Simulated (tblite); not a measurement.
## Geometry relaxation, with input and output: C6H20F2O2Si4

The run: geometry relaxation of C6H20F2O2Si4. Method and program: GFN2-xTB geometry optimisation, gas phase (tblite 0.8.0).

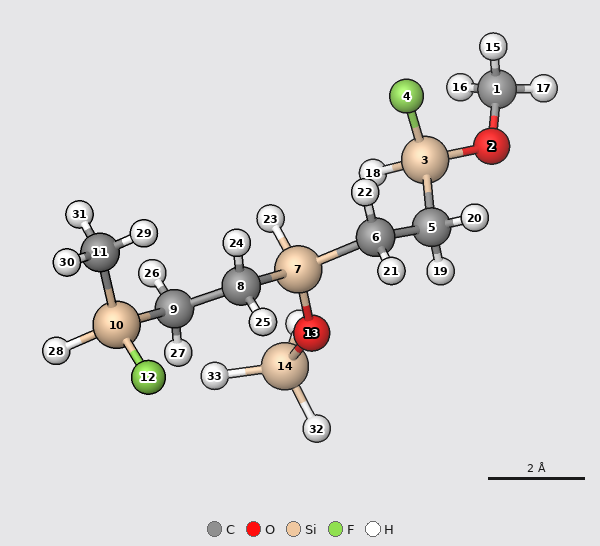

The input geometry (ball-and-stick view, seen at a tilt; atoms are numbered from 1 in the order of the input). Bond lengths as drawn: C–C 1.54 Å, C–H 1.09 to 1.11 Å, C–O 1.42 Å, C–Si 1.84 to 1.89 Å, F–Si 1.60 to 1.61 Å, H–Si 1.48 to 1.49 Å and O–Si 1.65 to 1.67 Å.

Input file
```
{"job": {"xc": "GFN2-xTB", "basis": "xTB", "kind": "relax"}, "charge": 0, "multiplicity": 1}
C      5.972800     1.428700     0.407500
O      5.050000     0.425700     0.803400
Si     3.438100     0.698300     0.600800
F      3.098500     2.167000     1.172100
C      2.341600    -0.536500     1.504400
C      0.828700    -0.246800     1.560800
Si    -0.152100    -0.428800    -0.048700
C     -1.987600    -0.213600     0.324500
C     -2.911500    -0.251400    -0.906800
Si    -4.750700    -0.022400    -0.545200
C     -5.110300     1.619100     0.215600
F     -5.188100    -1.171800     0.485300
O      0.182800    -1.872800    -0.781400
Si     0.389500    -2.491700    -2.317900
H      5.812900     2.362300     0.984100
H      5.879700     1.636700    -0.653300
H      6.980700     1.076800     0.608700
H      3.131300     0.695500    -0.854700
H      2.514000    -1.524700     1.069900
H      2.718900    -0.582100     2.534700
H      0.385600    -0.939300     2.286400
H      0.657000     0.764300     1.960100
H      0.268700     0.671500    -0.939800
H     -2.120900     0.727600     0.849400
H     -2.287300    -1.002000     1.027600
H     -2.621500     0.528700    -1.612900
H     -2.800500    -1.202200    -1.428700
H     -5.522800    -0.183300    -1.800800
H     -4.574300     1.742300     1.164500
H     -6.174500     1.734800     0.426300
H     -4.797400     2.441000    -0.442200
H      0.574300    -3.956000    -2.229300
H     -0.820200    -2.190500    -3.129100
H      1.581500    -1.874800    -2.936300
```

The first line tells a small driver script what to run in tblite; the rest is the geometry in Å.

Run on 1 CPU thread, shared host.

Launched with:
```bash
OMP_NUM_THREADS=1 python <driver script> task.json out
```

Output
```
step      E/eV     max force
  0   -1301.23269    1.274
  1   -1301.32327    0.597
  2   -1301.36848    0.355
  3   -1301.39967    0.376
  4   -1301.43048    0.396
  5   -1301.45348    0.325
  6   -1301.47686    0.327
  7   -1301.49617    0.276
  8   -1301.50893    0.194
  9   -1301.51745    0.186
 10   -1301.52496    0.194
 11   -1301.53360    0.195
 12   -1301.54303    0.210
 13   -1301.55148    0.232
 14   -1301.55849    0.194
 15   -1301.56520    0.184
 16   -1301.57193    0.185
 17   -1301.57798    0.135
 18   -1301.58324    0.131
 19   -1301.58808    0.143
 20   -1301.59283    0.136
 21   -1301.59766    0.160
 22   -1301.60255    0.153
 23   -1301.60723    0.145
 24   -1301.61119    0.129
 25   -1301.61443    0.121
 26   -1301.61748    0.132
 27   -1301.62091    0.129
 28   -1301.62464    0.132
 29   -1301.62796    0.095
 30   -1301.63059    0.108
 31   -1301.63295    0.098
 32   -1301.63537    0.118
 33   -1301.63749    0.096
 34   -1301.63895    0.057
 35   -1301.64002    0.064
 36   -1301.64120    0.085
 37   -1301.64276    0.106
 38   -1301.64438    0.088
 39   -1301.64564    0.074
 40   -1301.64652    0.052
 41   -1301.64732    0.073
 42   -1301.64820    0.063
 43   -1301.64921    0.060
 44   -1301.65036    0.065
 45   -1301.65164    0.083
 46   -1301.65283    0.090
 47   -1301.65371    0.055
 48   -1301.65433    0.041
 49   -1301.65492    0.045
 50   -1301.65562    0.073
 51   -1301.65633    0.071
 52   -1301.65690    0.046
 53   -1301.65737    0.042
 54   -1301.65788    0.049
 55   -1301.65854    0.073
 56   -1301.65930    0.070
 57   -1301.66003    0.052
 58   -1301.66070    0.061
 59   -1301.66142    0.064
 60   -1301.66216    0.057
 61   -1301.66273    0.042
 62   -1301.66305    0.040
 63   -1301.66305    0.040
 64   -1301.66329    0.034
 65   -1301.66387    0.033
 66   -1301.66404    0.030
 67   -1301.66434    0.035
 68   -1301.66461    0.034
 69   -1301.66498    0.044
 70   -1301.66529    0.037
 71   -1301.66554    0.027
 72   -1301.66576    0.030
 73   -1301.66601    0.034
 74   -1301.66631    0.037
 75   -1301.66663    0.034
 76   -1301.66693    0.029
 77   -1301.66723    0.040
 78   -1301.66756    0.049
 79   -1301.66791    0.041
 80   -1301.66827    0.035
 81   -1301.66859    0.034
 82   -1301.66886    0.040
 83   -1301.66908    0.040
 84   -1301.66928    0.027
 85   -1301.66949    0.031
 86   -1301.66974    0.039
 87   -1301.67003    0.040
 88   -1301.67033    0.041
 89   -1301.67060    0.030
 90   -1301.67086    0.033
 91   -1301.67113    0.046
 92   -1301.67139    0.043
 93   -1301.67168    0.035
 94   -1301.67199    0.035
 95   -1301.67230    0.040
 96   -1301.67257    0.049
 97   -1301.67281    0.039
 98   -1301.67307    0.032
 99   -1301.67336    0.041
100   -1301.67366    0.033
101   -1301.67392    0.036
102   -1301.67416    0.035
103   -1301.67446    0.053
104   -1301.67482    0.066
105   -1301.67522    0.057
106   -1301.67563    0.038
107   -1301.67606    0.049
108   -1301.67655    0.045
109   -1301.67702    0.048
110   -1301.67737    0.029
111   -1301.67763    0.033
112   -1301.67790    0.049
113   -1301.67825    0.059
114   -1301.67869    0.054
115   -1301.67916    0.045
116   -1301.67962    0.043
117   -1301.67997    0.059
118   -1301.68036    0.041
119   -1301.68068    0.030
120   -1301.68107    0.047
121   -1301.68139    0.064
122   -1301.68185    0.058
123   -1301.68222    0.035
124   -1301.68255    0.041
125   -1301.68287    0.060
126   -1301.68328    0.080
127   -1301.68372    0.067
128   -1301.68412    0.042
129   -1301.68452    0.044
130   -1301.68500    0.064
131   -1301.68553    0.098
132   -1301.68604    0.064
133   -1301.68645    0.033
134   -1301.68665    0.032
135   -1301.68694    0.050
136   -1301.68719    0.044
137   -1301.68740    0.028
138   -1301.68758    0.030
139   -1301.68778    0.032
140   -1301.68798    0.033
141   -1301.68814    0.023
142   -1301.68827    0.022
143   -1301.68838    0.028
144   -1301.68849    0.028
145   -1301.68862    0.021
146   -1301.68875    0.026
147   -1301.68892    0.032
148   -1301.68912    0.037
149   -1301.68935    0.026
150   -1301.68950    0.019
151   -1301.68963    0.018
152   -1301.68977    0.028
153   -1301.68993    0.026
154   -1301.69009    0.026
155   -1301.69023    0.023
156   -1301.69040    0.023
157   -1301.69058    0.026
158   -1301.69074    0.026
159   -1301.69087    0.028
160   -1301.69101    0.028
161   -1301.69120    0.029
162   -1301.69145    0.032
163   -1301.69170    0.030
164   -1301.69193    0.030
165   -1301.69215    0.039
166   -1301.69237    0.044
167   -1301.69260    0.034
168   -1301.69280    0.029
169   -1301.69297    0.024
170   -1301.69312    0.027
171   -1301.69327    0.026
172   -1301.69341    0.026
173   -1301.69355    0.026
174   -1301.69368    0.021
175   -1301.69379    0.022
176   -1301.69390    0.026
177   -1301.69400    0.020
178   -1301.69409    0.018
179   -1301.69418    0.014
180   -1301.69424    0.016
181   -1301.69430    0.016
182   -1301.69437    0.018
183   -1301.69447    0.017
184   -1301.69458    0.022
185   -1301.69471    0.027
186   -1301.69484    0.027
187   -1301.69499    0.024
188   -1301.69514    0.024
189   -1301.69527    0.027
190   -1301.69539    0.025
191   -1301.69551    0.021
192   -1301.69564    0.017
193   -1301.69574    0.019
194   -1301.69587    0.018
195   -1301.69598    0.019
196   -1301.69608    0.018
197   -1301.69617    0.019
198   -1301.69626    0.018
199   -1301.69635    0.018
200   -1301.69644    0.018
201   -1301.69652    0.016
202   -1301.69659    0.015
203   -1301.69666    0.016
204   -1301.69673    0.016
205   -1301.69680    0.015
206   -1301.69685    0.016
207   -1301.69689    0.012
208   -1301.69693    0.011
209   -1301.69697    0.011
210   -1301.69700    0.011
211   -1301.69703    0.011
212   -1301.69707    0.013
213   -1301.69710    0.013
214   -1301.69713    0.010
215   -1301.69716    0.011
216   -1301.69720    0.012
217   -1301.69724    0.013
218   -1301.69729    0.013
219   -1301.69734    0.016
220   -1301.69739    0.016
221   -1301.69746    0.017
222   -1301.69753    0.016
223   -1301.69760    0.017
224   -1301.69770    0.021
225   -1301.69784    0.023
226   -1301.69801    0.026
227   -1301.69819    0.027
228   -1301.69835    0.027
229   -1301.69852    0.024
230   -1301.69870    0.029
231   -1301.69890    0.032
232   -1301.69904    0.022
233   -1301.69918    0.023
234   -1301.69929    0.022
235   -1301.69944    0.023
236   -1301.69953    0.019
237   -1301.69962    0.019
238   -1301.69968    0.017
239   -1301.69976    0.017
240   -1301.69985    0.017
241   -1301.69996    0.018
242   -1301.70006    0.018
243   -1301.70014    0.017
244   -1301.70023    0.019
245   -1301.70035    0.023
246   -1301.70050    0.027
247   -1301.70064    0.023
248   -1301.70075    0.025
249   -1301.70083    0.017
250   -1301.70091    0.013
251   -1301.70097    0.012
252   -1301.70103    0.010
253   -1301.70106    0.012
254   -1301.70110    0.012
255   -1301.70114    0.011
256   -1301.70120    0.019
257   -1301.70127    0.023
258   -1301.70135    0.021
259   -1301.70143    0.015
260   -1301.70148    0.011
261   -1301.70153    0.015
262   -1301.70157    0.013
263   -1301.70161    0.012
264   -1301.70164    0.010
265   -1301.70167    0.011
266   -1301.70170    0.012
267   -1301.70172    0.013
268   -1301.70174    0.009
269   -1301.70176    0.007
270   -1301.70178    0.008
271   -1301.70180    0.012
272   -1301.70183    0.010
273   -1301.70185    0.009
274   -1301.70188    0.009
275   -1301.70190    0.015
276   -1301.70193    0.018
277   -1301.70197    0.014
278   -1301.70201    0.014
279   -1301.70206    0.015
280   -1301.70212    0.020
281   -1301.70219    0.022
282   -1301.70226    0.018
283   -1301.70234    0.020
284   -1301.70242    0.019
285   -1301.70250    0.020
286   -1301.70256    0.016
287   -1301.70261    0.013
288   -1301.70266    0.015
289   -1301.70272    0.017
290   -1301.70278    0.020
291   -1301.70285    0.015
292   -1301.70292    0.017
293   -1301.70298    0.015
294   -1301.70306    0.017
295   -1301.70314    0.018
296   -1301.70323    0.021
297   -1301.70331    0.020
298   -1301.70338    0.015
299   -1301.70343    0.013
300   -1301.70348    0.012
301   -1301.70351    0.012
302   -1301.70355    0.011
303   -1301.70358    0.011
304   -1301.70362    0.012
305   -1301.70366    0.016
306   -1301.70370    0.015
307   -1301.70373    0.009
308   -1301.70375    0.008
309   -1301.70377    0.007
310   -1301.70378    0.011
311   -1301.70380    0.011
312   -1301.70382    0.011
313   -1301.70384    0.007
314   -1301.70386    0.007
315   -1301.70387    0.009
316   -1301.70389    0.009
317   -1301.70390    0.009
318   -1301.70392    0.008
319   -1301.70393    0.007
320   -1301.70394    0.006
321   -1301.70395    0.006
322   -1301.70395    0.006
323   -1301.70396    0.006
324   -1301.70397    0.007
325   -1301.70398    0.006
326   -1301.70399    0.005
327   -1301.70400    0.004
328   -1301.70400    0.006
329   -1301.70401    0.005
330   -1301.70401    0.004
331   -1301.70402    0.004
332   -1301.70402    0.006
333   -1301.70403    0.008
334   -1301.70404    0.006
335   -1301.70405    0.006
336   -1301.70406    0.006
337   -1301.70407    0.007
338   -1301.70408    0.008
339   -1301.70409    0.007
340   -1301.70409    0.005
341   -1301.70410    0.005
342   -1301.70411    0.005
343   -1301.70411    0.006
344   -1301.70412    0.007
345   -1301.70412    0.005
346   -1301.70413    0.005
347   -1301.70414    0.005
348   -1301.70414    0.004
349   -1301.70415    0.005
350   -1301.70415    0.007
351   -1301.70416    0.008
352   -1301.70417    0.005
353   -1301.70417    0.004
354   -1301.70417    0.004
```

Trajectory as extended XYZ (Å, eV, eV/Å), 3 of the 12 frames kept, from step=0 to step=354
```
34
Properties=species:S:1:pos:R:3:forces:R:3 step=0 energy=-1301.23269
C     5.9728    1.4287    0.4075   -0.0510   0.1450   0.5190
O     5.0500    0.4257    0.8034   -0.5760   0.6260  -0.0790
Si    3.4381    0.6983    0.6008   -0.0220  -0.5310  -0.7870
F     3.0985    2.1670    1.1721    0.0460   0.1910  -0.0280
C     2.3416   -0.5365    1.5044    0.1600  -0.0980   0.3130
C     0.8287   -0.2468    1.5608    0.2970  -0.0670   0.1960
Si   -0.1521   -0.4288   -0.0487    0.6370  -0.0480  -0.5710
C    -1.9876   -0.2136    0.3245   -0.4100  -0.4150  -0.0170
C    -2.9115   -0.2514   -0.9068    0.1370  -0.0010   0.0440
Si   -4.7507   -0.0224   -0.5452    0.0910  -0.4860  -0.9760
C    -5.1103    1.6191    0.2156   -0.0690   1.1400   0.5650
F    -5.1881   -1.1718    0.4853   -0.2040  -0.3030   0.1970
O     0.1828   -1.8728   -0.7814    0.0020   0.1570  -0.8000
Si    0.3895   -2.4917   -2.3179   -0.1790   0.2070   0.4030
H     5.8129    2.3623    0.9841   -0.0220  -0.4380  -0.3290
H     5.8797    1.6367   -0.6533   -0.0700   0.0810  -0.1240
H     6.9807    1.0768    0.6087    0.0380  -0.1840   0.0750
H     3.1313    0.6955   -0.8547    0.1280   0.2520   0.4540
H     2.5140   -1.5247    1.0699   -0.1660   0.0810   0.0830
H     2.7189   -0.5821    2.5347   -0.1220  -0.1430  -0.0290
H     0.3856   -0.9393    2.2864    0.1160   0.0930   0.0450
H     0.6570    0.7643    1.9601    0.1280  -0.3100  -0.1590
H     0.2687    0.6715   -0.9398   -0.0390  -0.1300  -0.0800
H    -2.1209    0.7276    0.8494   -0.0520   0.1210   0.0320
H    -2.2873   -1.0020    1.0276   -0.1400   0.1300  -0.1350
H    -2.6215    0.5287   -1.6129    0.2040  -0.0810   0.0300
H    -2.8005   -1.2022   -1.4287    0.2430  -0.0140   0.0230
H    -5.5228   -0.1833   -1.8008    0.0850  -0.1330   0.3670
H    -4.5743    1.7423    1.1645   -0.1740   0.0340  -0.2130
H    -6.1745    1.7348    0.4263    0.1650   0.0840  -0.0260
H    -4.7974    2.4410   -0.4422   -0.1830  -0.2530   0.2660
H     0.5743   -3.9560   -2.2293   -0.0760   0.3710   0.2600
H    -0.8202   -2.1905   -3.1291    0.3060  -0.0320   0.2770
H     1.5815   -1.8748   -2.9363   -0.2260  -0.0450   0.2050
34
Properties=species:S:1:pos:R:3:forces:R:3 step=193 energy=-1301.69574
C     5.9555    1.1584    0.4894   -0.0080  -0.0040  -0.0020
O     4.8230    0.3792    0.7651    0.0010  -0.0040   0.0070
Si    3.3167    0.5333    0.2030    0.0080   0.0080   0.0000
F     2.8223    2.0406    0.5469    0.0020   0.0050   0.0020
C     2.3152   -0.7235    1.1869   -0.0010   0.0010  -0.0020
C     0.9095   -0.2267    1.5283   -0.0080   0.0040   0.0070
Si   -0.1257    0.1848   -0.0097   -0.0040  -0.0010  -0.0050
C    -1.9869    0.0452    0.3584   -0.0020   0.0000   0.0040
C    -2.8168    0.0145   -0.9291    0.0070   0.0040   0.0010
Si   -4.6806   -0.1412   -0.6071    0.0060  -0.0090  -0.0030
C    -5.3947    1.3598    0.3002   -0.0030   0.0110   0.0060
F    -4.8905   -1.4177    0.3727   -0.0030  -0.0090   0.0040
O     0.2469   -0.8707   -1.1904   -0.0030  -0.0050   0.0000
Si    0.5650   -2.2415   -1.9857    0.0020  -0.0110   0.0040
H     5.7255    2.2208    0.5802   -0.0030   0.0000  -0.0010
H     6.3144    0.9591   -0.5220    0.0010   0.0020  -0.0030
H     6.7297    0.8908    1.2085   -0.0060  -0.0100  -0.0020
H     3.2201    0.5114   -1.2480   -0.0030   0.0020   0.0000
H     2.2245   -1.6393    0.6020    0.0020  -0.0030  -0.0070
H     2.8425   -0.9927    2.1055    0.0020   0.0020   0.0030
H     0.4062   -0.9834    2.1359   -0.0040  -0.0090   0.0030
H     0.9864    0.6630    2.1526    0.0070   0.0170  -0.0030
H     0.1973    1.4778   -0.6168    0.0020   0.0000  -0.0040
H    -2.2994    0.8864    0.9775   -0.0080   0.0090  -0.0090
H    -2.2014   -0.8568    0.9339    0.0000  -0.0060   0.0000
H    -2.6076    0.9114   -1.5124    0.0090   0.0090   0.0080
H    -2.4741   -0.8244   -1.5369    0.0000   0.0020   0.0030
H    -5.4461   -0.5027   -1.7957   -0.0040  -0.0040  -0.0090
H    -4.8860    1.5341    1.2443    0.0110  -0.0080   0.0130
H    -6.4480    1.2159    0.5215   -0.0120  -0.0100   0.0040
H    -5.3051    2.2646   -0.2919    0.0040   0.0110  -0.0140
H     0.2187   -3.3824   -1.1363    0.0040   0.0020   0.0030
H    -0.2675   -2.2105   -3.1882    0.0080   0.0120   0.0000
H     1.9973   -2.2081   -2.2835   -0.0030  -0.0100  -0.0110
34
Properties=species:S:1:pos:R:3:forces:R:3 step=354 energy=-1301.70417
C     6.0396    0.8273    0.3450   -0.0010   0.0000   0.0000
O     4.8318    0.2246    0.7209    0.0000   0.0000   0.0000
Si    3.3287    0.5601    0.2347   -0.0010   0.0010   0.0010
F     3.0336    2.1238    0.5585    0.0010   0.0020   0.0000
C     2.2435   -0.5308    1.3212    0.0000  -0.0010   0.0020
C     0.8678    0.0822    1.5867   -0.0010   0.0010  -0.0010
Si   -0.1261    0.3755   -0.0051   -0.0020   0.0010  -0.0010
C    -1.9938    0.1890    0.3059    0.0000   0.0000   0.0000
C    -2.7809    0.1509   -1.0077    0.0020   0.0000   0.0000
Si   -4.6231   -0.2329   -0.7619    0.0000   0.0010   0.0010
C    -5.4772    0.9795    0.4164    0.0000   0.0020   0.0010
F    -4.7095   -1.6936   -0.0593   -0.0010  -0.0010   0.0010
O     0.3170   -0.7326   -1.1106    0.0000   0.0000   0.0010
Si    0.5313   -2.1427   -1.8735    0.0000   0.0000   0.0000
H     5.9959    1.9060    0.5027   -0.0010   0.0000  -0.0020
H     6.2519    0.6330   -0.7079    0.0020   0.0000   0.0010
H     6.8314    0.4000    0.9604    0.0000   0.0000  -0.0010
H     3.1517    0.5176   -1.2073    0.0010   0.0000   0.0010
H     2.1058   -1.4955    0.8324   -0.0010   0.0000  -0.0010
H     2.7446   -0.7323    2.2715    0.0010   0.0000   0.0030
H     0.3168   -0.5675    2.2721   -0.0010   0.0000  -0.0020
H     0.9954    1.0335    2.1030    0.0000   0.0000   0.0000
H     0.1877    1.6424   -0.6708    0.0010   0.0010   0.0000
H    -2.3561    1.0113    0.9233    0.0010   0.0000   0.0010
H    -2.1920   -0.7292    0.8623    0.0020  -0.0010  -0.0010
H    -2.6514    1.0999   -1.5283    0.0020   0.0010   0.0010
H    -2.3376   -0.6099   -1.6523   -0.0020  -0.0030  -0.0010
H    -5.3458   -0.4189   -2.0163   -0.0010  -0.0010  -0.0010
H    -4.9987    0.9841    1.3924    0.0000  -0.0020   0.0000
H    -6.5181    0.7078    0.5665    0.0010   0.0000  -0.0010
H    -5.4540    1.9948    0.0332   -0.0010   0.0000   0.0000
H    -0.0541   -3.2168   -1.0705   -0.0010   0.0010  -0.0010
H    -0.1484   -2.0079   -3.1619    0.0000  -0.0020  -0.0010
H     1.9787   -2.3029   -2.0169   -0.0020   0.0000  -0.0010
```

Summary

- outcome: converged
- total energy: −1301.7042 eV
- wall time: 11 s
- peak memory: 0.28 GiB
